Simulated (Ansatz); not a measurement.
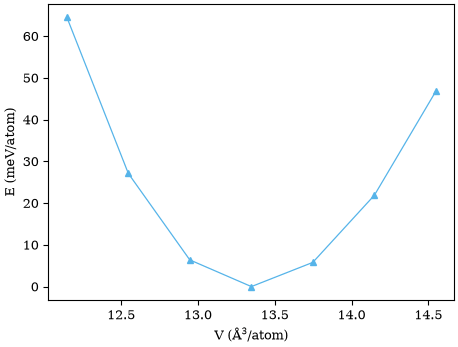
*TiCo (CsCl type, Pm-3m) under volume change, DFT-r²SCAN in the program Ansatz with PAW potentials, scaled uniformly.*

**Question.** What does a third-order Birch–Murnaghan fit give for V₀, B₀ and B′?

**Answer.** V₀ = 13.35 Å³/atom, B₀ = 161 GPa, B′ = 4.3.

Symmetry was held in the r²SCAN relaxation, as lowered by the spin order. The final state is ferrimagnetic, chosen from 4 collinear starts compared on coarse meshes (ties went to the first, and starts can fall back to one state), not a proven ground state. Other orbital occupations within this spin state were not tried.

Potentials: the later of the program's two PAW sets.
